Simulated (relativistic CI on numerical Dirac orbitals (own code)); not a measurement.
# Rh²⁺: one ion under different settings

Aim: see what numerical and physical settings do to the SCF, the total energy and the lowest levels of Rh²⁺.

The numbers are computed with relativistic CI on numerical Dirac orbitals (own code) version 3 (Dirac-Coulomb-Breit CI, KLI orbitals optimised for each configuration, model QED (radiative potential, 1s self-energy scaled to tabulated hydrogen-like ionisation energies), numerical settings as typed), except any that are marked as measured or tabulated.

**1. Starting point**

* ion: Rh²⁺ (Rh III)
* nuclear charge: 45
* electrons: 43
* isotope: A = 103

**2. Usual settings**

The run's settings:

```ini
atom Rh  Z=45  charge=2  electrons=43
nucleus A=103  rms_radius_fm=4.4945
hamiltonian dirac-coulomb  breit=on  qed=on  c_scale=1
orbitals kli  potential=per-configuration
slater_scale 1
correlation none
mixing on
grid step=0.0125 r_max=49.7
scf mixing=0.4 start=green max_iterations=150 tolerance=2e-08 node_fill=0.05
configurations
  [Kr] 4d7
end
```

The run is started by

```sh
$ python run_levels.py task.json out
```

task.json lists these runs, among others, and the program works through them in turn.

The program writes no log. Results of the run, from its result record (rounded, main fields):

```text
{
  "status": "converged",
  "levels [i, E_cm, J2, conf, term, w_term, w_jj]": [
    [0, 0, 9, "4d7", "4F", 0.9842, 0.5974],
    [1, 2000.0113, 7, "4d7", "4F", 0.9957, 0.8469],
    [2, 3321.0216, 5, "4d7", "4F", 0.9906, 0.6582],
    [3, 4172.0318, 3, "4d7", "4F", 0.9821, 0.3486],
    [4, 14780.881, 5, "4d7", "4P", 0.9817, 0.5795],
    [5, 14827.64, 3, "4d7", "4P", 0.8112, 0.5006],
    [6, 15289.115, 9, "4d7", "2G", 0.8954, 0.4407],
    [7, 16126.683, 1, "4d7", "4P", 0.9294, 0.727],
    [8, 17279.615, 7, "4d7", "2G", 0.9913, 0.521],
    [9, 20077.618, 3, "4d7", "2P", 0.5688, 0.4721],
    [10, 20273.957, 11, "4d7", "2H", 1, 1],
    [11, 22166.378, 1, "4d7", "2P", 0.9294, 0.727],
    [12, 22199.844, 5, "4d7", "2D", 0.9736, 0.4646],
    [13, 22221.052, 9, "4d7", "2H", 0.9103, 0.7878],
    "... 5 more rows left out ..."
  ],
  "total_energy [Ha]": -4776.727325,
  "n_levels_all": 19,
  "overlap": 2.71995e-12,
  "scf_iterations": [12],
  "orbital_energies [Ha]": {"1s": -846.337, "2s": -123.529, "2p1/2": -114.402, "2p3/2": -109.102, "3s": -23.0032, "3p1/2": -19.4345, "3p3/2": -18.5201, "3d3/2": -12.2147, "3d5/2": -12.0348, "4s": -4.01316, "4p1/2": -2.93321, "4p3/2": -2.792, "4d3/2": -1.18167, "4d5/2": -1.16571},
  "configurations [conf, odd, states, E_av_Ha, breit_Ha, qed_Ha]": [
    ["4d7", 0, 120, -4781.763974, 3.073, 2.053]
  ],
  "scf_steps of the first configuration [iteration, E_Ha, residual, outer_eigenvalue_Ha]": [
    [1, -4767.881943, 2.04, -2.387],
    [2, -4780.49607, 0.632, -1.378],
    [3, -4781.702832, 0.132, -1.128],
    [4, -4781.749094, 0.0762, -1.229],
    [5, -4781.763566, 0.0227, -1.19],
    [6, -4781.763864, 0.00106, -1.165],
    [7, -4781.763946, 0.000225, -1.166],
    [8, -4781.763977, 4.94e-05, -1.166],
    [9, -4781.763974, 1.43e-06, -1.166],
    [10, -4781.763974, 9.33e-07, -1.166],
    [11, -4781.763974, 2.34e-08, -1.166],
    [12, -4781.763974, 6.15e-09, -1.166]
  ]
}
```

Run time: 0.061 s. Hardware: 1 thread, shared host.

**3. Nuclear radius 4.0451, end of the grid 34.79, QED terms off**

The run's settings:

```ini
atom Rh  Z=45  charge=2  electrons=43
nucleus A=103  rms_radius_fm=4.0451
hamiltonian dirac-coulomb  breit=on  qed=off  c_scale=1
orbitals kli  potential=per-configuration
slater_scale 1
correlation none
mixing on
grid step=0.0125 r_max=34.79
scf mixing=0.4 start=green max_iterations=150 tolerance=2e-08 node_fill=0.05
configurations
  [Kr] 4d7
end
```

From the record:

```text
{
  "status": "converged",
  "levels [i, E_cm, J2, conf, term, w_term]": [
    [0, 0, 9, "4d7", "4F", 0.9843],
    [1, 1992.7054, 7, "4d7", "4F", 0.9958],
    [2, 3309.6852, 5, "4d7", "4F", 0.9907],
    [3, 4158.3633, 3, "4d7", "4F", 0.9822],
    [4, 14776.417, 5, "4d7", "4P", 0.9818],
    [5, 14825.694, 3, "4d7", "4P", 0.8122],
    [6, 15285.7, 9, "4d7", "2G", 0.8958],
    [7, 16118.126, 1, "4d7", "4P", 0.9298],
    "... 11 more rows left out ..."
  ],
  "total_energy [Ha]": -4778.7956164,
  "n_levels_all": 19,
  "overlap": 2.71946e-12,
  "scf_iterations": [12],
  "orbital_energies [Ha]": {"1s": -846.343, "2s": -123.53, "2p1/2": -114.402, "2p3/2": -109.102, "3s": -23.0034, "3p1/2": -19.4344, "3p3/2": -18.5201, "3d3/2": -12.2147, "3d5/2": -12.0348, "4s": -4.01318, "4p1/2": -2.93321, "4p3/2": -2.792, "4d3/2": -1.18167, "4d5/2": -1.16571},
  "configurations [conf, odd, states, E_av_Ha, breit_Ha, qed_Ha]": [
    ["4d7", 0, 120, -4781.77919, 3.073, 0]
  ],
  "scf_steps of the first configuration [iteration, E_Ha, residual, outer_eigenvalue_Ha]": [
    [1, -4767.897087, 2.04, -2.387],
    [2, -4780.511277, 0.632, -1.378],
    [3, -4781.718047, 0.132, -1.128],
    [4, -4781.76431, 0.0762, -1.229],
    [5, -4781.778782, 0.0227, -1.19],
    [6, -4781.77908, 0.00106, -1.165],
    [7, -4781.779162, 0.000225, -1.166],
    [8, -4781.779193, 4.94e-05, -1.166],
    [9, -4781.77919, 1.43e-06, -1.166],
    [10, -4781.77919, 9.33e-07, -1.166],
    [11, -4781.77919, 2.34e-08, -1.166],
    [12, -4781.77919, 6.15e-09, -1.166]
  ]
}
```

Wall time 0.049 s (1 thread, shared host).

The changed nuclear radius is not that of the isotope named.

**4. Tolerance 1e-05, nuclear radius 5.8429**

The run's settings:

```ini
atom Rh  Z=45  charge=2  electrons=43
nucleus A=103  rms_radius_fm=5.8429
hamiltonian dirac-coulomb  breit=on  qed=on  c_scale=1
orbitals kli  potential=per-configuration
slater_scale 1
correlation none
mixing on
grid step=0.0125 r_max=49.7
scf mixing=0.4 start=green max_iterations=150 tolerance=1e-05 node_fill=0.05
configurations
  [Kr] 4d7
end
```

From the record:

```text
{
  "status": "converged",
  "levels [i, E_cm, J2, conf, term, w_term]": [
    [0, 0, 9, "4d7", "4F", 0.9842],
    [1, 2000.0225, 7, "4d7", "4F", 0.9957],
    [2, 3321.0395, 5, "4d7", "4F", 0.9906],
    [3, 4172.0538, 3, "4d7", "4F", 0.9821],
    [4, 14780.919, 5, "4d7", "4P", 0.9817],
    [5, 14827.676, 3, "4d7", "4P", 0.8112],
    [6, 15289.155, 9, "4d7", "2G", 0.8954],
    [7, 16126.728, 1, "4d7", "4P", 0.9294],
    "... 11 more rows left out ..."
  ],
  "total_energy [Ha]": -4776.6738688,
  "n_levels_all": 19,
  "overlap": 2.72208e-12,
  "scf_iterations": [9],
  "orbital_energies [Ha]": {"1s": -846.314, "2s": -123.527, "2p1/2": -114.402, "2p3/2": -109.102, "3s": -23.0028, "3p1/2": -19.4345, "3p3/2": -18.5201, "3d3/2": -12.2147, "3d5/2": -12.0348, "4s": -4.01308, "4p1/2": -2.93322, "4p3/2": -2.79201, "4d3/2": -1.18168, "4d5/2": -1.16571},
  "configurations [conf, odd, states, E_av_Ha, breit_Ha, qed_Ha]": [
    ["4d7", 0, 120, -4781.709793, 3.073, 2.053]
  ],
  "scf_steps of the first configuration [iteration, E_Ha, residual, outer_eigenvalue_Ha]": [
    [1, -4767.828023, 2.04, -2.387],
    [2, -4780.441922, 0.632, -1.378],
    [3, -4781.648653, 0.132, -1.128],
    [4, -4781.694913, 0.0762, -1.229],
    [5, -4781.709385, 0.0227, -1.19],
    [6, -4781.709683, 0.00106, -1.165],
    [7, -4781.709765, 0.000225, -1.166],
    [8, -4781.709796, 4.94e-05, -1.166],
    [9, -4781.709793, 1.43e-06, -1.166]
  ]
}
```

It took 0.057 s on 1 thread, shared host.

The changed nuclear radius is not that of the isotope named.

**5. Start potential thomas-fermi, Breit term off, potential mixing 0.2**

The run's settings:

```ini
atom Rh  Z=45  charge=2  electrons=43
nucleus A=103  rms_radius_fm=4.4945
hamiltonian dirac-coulomb  breit=off  qed=on  c_scale=1
orbitals kli  potential=per-configuration
slater_scale 1
correlation none
mixing on
grid step=0.0125 r_max=49.7
scf mixing=0.2 start=thomas-fermi max_iterations=150 tolerance=2e-08 node_fill=0.05
configurations
  [Kr] 4d7
end
```

From the record:

```text
{
  "status": "converged",
  "levels [i, E_cm, J2, conf, term, w_term]": [
    [0, 0, 9, "4d7", "4F", 0.9829],
    [1, 2083.222, 7, "4d7", "4F", 0.9954],
    [2, 3449.1484, 5, "4d7", "4F", 0.9896],
    [3, 4324.9659, 3, "4d7", "4F", 0.9804],
    [4, 14817.029, 5, "4d7", "4P", 0.9801],
    [5, 14827.975, 3, "4d7", "4P", 0.7982],
    [6, 15330.239, 9, "4d7", "2G", 0.8891],
    [7, 16215.782, 1, "4d7", "4P", 0.9242],
    "... 11 more rows left out ..."
  ],
  "total_energy [Ha]": -4779.8010445,
  "n_levels_all": 19,
  "overlap": 2.72218e-12,
  "scf_iterations": [13],
  "orbital_energies [Ha]": {"1s": -846.337, "2s": -123.529, "2p1/2": -114.402, "2p3/2": -109.102, "3s": -23.0032, "3p1/2": -19.4345, "3p3/2": -18.5201, "3d3/2": -12.2147, "3d5/2": -12.0348, "4s": -4.01316, "4p1/2": -2.93321, "4p3/2": -2.792, "4d3/2": -1.18167, "4d5/2": -1.16571},
  "configurations [conf, odd, states, E_av_Ha, breit_Ha, qed_Ha]": [
    ["4d7", 0, 120, -4781.763974, 0, 2.053]
  ],
  "scf_steps of the first configuration [iteration, E_Ha, residual, outer_eigenvalue_Ha]": [
    [1, -4773.590924, 1.41, -0.5544],
    [2, -4780.361148, 0.541, -0.8265],
    [3, -4781.651577, 0.139, -1.073],
    [4, -4781.743002, 0.0657, -1.167],
    [5, -4781.763547, 0.027, -1.189],
    [6, -4781.763706, 0.00234, -1.168],
    [7, -4781.763973, 0.000389, -1.166],
    [8, -4781.764064, 0.00122, -1.167],
    [9, -4781.763978, 5.62e-05, -1.166],
    [10, -4781.763971, 4.56e-05, -1.166],
    [11, -4781.763974, 1.59e-07, -1.166],
    [12, -4781.763974, 1.1e-07, -1.166],
    [13, -4781.763974, 3.38e-09, -1.166]
  ]
}
```

It took 0.06 s on 1 thread, shared host.

**6. Grid step 0.3**

The run's settings:

```ini
atom Rh  Z=45  charge=2  electrons=43
nucleus A=103  rms_radius_fm=4.4945
hamiltonian dirac-coulomb  breit=on  qed=on  c_scale=1
orbitals kli  potential=per-configuration
slater_scale 1
correlation none
mixing on
grid step=0.3 r_max=49.7
scf mixing=0.4 start=green max_iterations=69 tolerance=2e-08 node_fill=0.05
configurations
  [Kr] 4d7
end
```

From the record:

```text
{
  "status": "converged",
  "warnings": ["orbitals of one symmetry overlap by 4.9e-03"],
  "levels [i, E_cm, J2, conf, term, w_term]": [
    [0, 0, 9, "4d7", "4F", 0.9792],
    [1, 2326.2155, 7, "4d7", "4F", 0.9944],
    [2, 3823.2644, 5, "4d7", "4F", 0.9867],
    [3, 4774.1394, 3, "4d7", "4F", 0.975],
    [4, 14825.88, 3, "4d7", "4P", 0.7594],
    [5, 14938.99, 5, "4d7", "4P", 0.9749],
    [6, 15299.494, 9, "4d7", "2G", 0.874],
    [7, 16445.316, 1, "4d7", "4P", 0.9081],
    "... 11 more rows left out ..."
  ],
  "total_energy [Ha]": -4776.9358231,
  "n_levels_all": 19,
  "overlap": 0.00491199,
  "scf_iterations": [13],
  "orbital_energies [Ha]": {"1s": -846.042, "2s": -123.35, "2p1/2": -114.465, "2p3/2": -108.901, "3s": -22.9254, "3p1/2": -19.404, "3p3/2": -18.4195, "3d3/2": -12.166, "3d5/2": -11.9426, "4s": -3.97733, "4p1/2": -2.91123, "4p3/2": -2.76711, "4d3/2": -1.17617, "4d5/2": -1.15763},
  "configurations [conf, odd, states, E_av_Ha, breit_Ha, qed_Ha]": [
    ["4d7", 0, 120, -4781.980594, 3.081, 2.055]
  ],
  "scf_steps of the first configuration [iteration, E_Ha, residual, outer_eigenvalue_Ha]": [
    [1, -4766.161179, 2.1, -2.379],
    [2, -4780.318549, 0.631, -1.354],
    [2, "-", "-", "4d3/2 not found"],
    [4, -4781.347579, 0.359, -1.233],
    [5, -4781.757414, 0.157, -1.164],
    [6, -4781.908864, 0.0537, -1.159],
    [7, -4781.96712, 0.00758, -1.162],
    [8, -4781.979336, 0.000329, -1.157],
    [9, -4781.980324, 0.000169, -1.158],
    [10, -4781.980538, 1.28e-05, -1.158],
    [11, -4781.980591, 2.13e-07, -1.158],
    [12, -4781.980593, 4.12e-07, -1.158],
    [13, -4781.980594, 3.73e-09, -1.158]
  ]
}
```

Run time: 0.013 s. Hardware: 1 thread, shared host.

This setting is unsound; the numbers are not properties of the ion.

**7. Slater scale 0**

The run's settings:

```ini
atom Rh  Z=45  charge=2  electrons=43
nucleus A=103  rms_radius_fm=4.4945
hamiltonian dirac-coulomb  breit=on  qed=on  c_scale=1
orbitals kli  potential=per-configuration
slater_scale 0
correlation none
mixing on
grid step=0.0125 r_max=49.7
scf mixing=0.4 start=green max_iterations=80 tolerance=2e-08 node_fill=0.05
configurations
  [Kr] 4d7
end
```

From the record:

```text
{
  "status": "converged",
  "levels [i, E_cm, J2, conf, term, w_term]": [
    [0, 0, 9, "4d7", "4F", 0.481],
    [1, 19.233795, 3, "4d7", "2P", 0.4799],
    [2, 21.975923, 5, "4d7", "2D", 0.5459],
    [3, 2943.4368, 11, "4d7", "2H", 1],
    [4, 2957.135, 9, "4d7", "4F", 0.4394],
    [5, 2963.7298, 7, "4d7", "2F", 0.5861],
    [6, 2969.8373, 5, "4d7", "2D", 0.6349],
    [7, 2971.8802, 7, "4d7", "4F", 0.795],
    "... 11 more rows left out ..."
  ],
  "total_energy [Ha]": -4776.6537651,
  "n_levels_all": 19,
  "overlap": 2.71995e-12,
  "scf_iterations": [12],
  "orbital_energies [Ha]": {"1s": -846.337, "2s": -123.529, "2p1/2": -114.402, "2p3/2": -109.102, "3s": -23.0032, "3p1/2": -19.4345, "3p3/2": -18.5201, "3d3/2": -12.2147, "3d5/2": -12.0348, "4s": -4.01316, "4p1/2": -2.93321, "4p3/2": -2.792, "4d3/2": -1.18167, "4d5/2": -1.16571},
  "configurations [conf, odd, states, E_av_Ha, breit_Ha, qed_Ha]": [
    ["4d7", 0, 120, -4781.763974, 3.073, 2.053]
  ],
  "scf_steps of the first configuration [iteration, E_Ha, residual, outer_eigenvalue_Ha]": [
    [1, -4767.881943, 2.04, -2.387],
    [2, -4780.49607, 0.632, -1.378],
    [3, -4781.702832, 0.132, -1.128],
    [4, -4781.749094, 0.0762, -1.229],
    [5, -4781.763566, 0.0227, -1.19],
    [6, -4781.763864, 0.00106, -1.165],
    [7, -4781.763946, 0.000225, -1.166],
    [8, -4781.763977, 4.94e-05, -1.166],
    [9, -4781.763974, 1.43e-06, -1.166],
    [10, -4781.763974, 9.33e-07, -1.166],
    [11, -4781.763974, 2.34e-08, -1.166],
    [12, -4781.763974, 6.15e-09, -1.166]
  ]
}
```

Wall time 0.062 s (1 thread, shared host).

A bad setting: its result is shown only for the comparison.

**8. The runs side by side**

| setting | total energy less usual (Ha) | largest shift of a level among the lowest eight of both runs, same label and place (cm⁻¹) | SCF iterations | time | lowest level | kind of change |
| --- | --- | --- | --- | --- | --- | --- |
| usual | 0 | 0 | 12 | 0.061 s | 4d7 4F9/2 | - |
| nuclear radius 4.0451, end of the grid 34.79, QED terms off | -2.07 | 13.7 | 12 | 0.049 s | 4d7 4F9/2 | unphysical constant |
| tolerance 1e-05, nuclear radius 5.8429 | 0.0535 | 0.0449 | 9 | 0.057 s | 4d7 4F9/2 | unphysical constant |
| start potential thomas-fermi, Breit term off, potential mixing 0.2 | -3.07 | 153 | 13 | 0.06 s | 4d7 4F9/2 | model term |
| grid step 0.3 | -0.208 | 602 | 13 | 0.013 s | 4d7 4F9/2 | unsound |
| Slater scale 0 | 0.0736 | - | 12 | 0.062 s | 4d7 [4d5/2^3] J=9/2 | unsound |

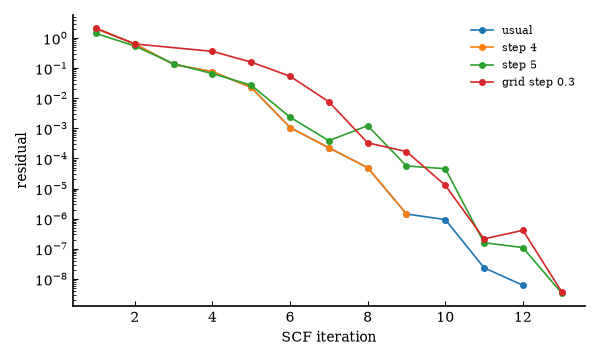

Residual of the first configuration's SCF.

**9. What came out**

| quantity | value |
| --- | --- |
| lowest level, usual settings | 4d7 4F9/2 |
| total energy | -4776.7273 Ha |
| first excitation | 2000.0 cm⁻¹ |

Among the runs whose levels can be followed, they move most under «grid step 0.3» (unsound), by up to 602 cm⁻¹. Under «grid step 0.3» the program warns: orbitals of one symmetry overlap by 4.9e-03. Only the listed configurations are in the model. Near neutrality, missing correlation can shift configurations against each other by thousands of cm⁻¹.
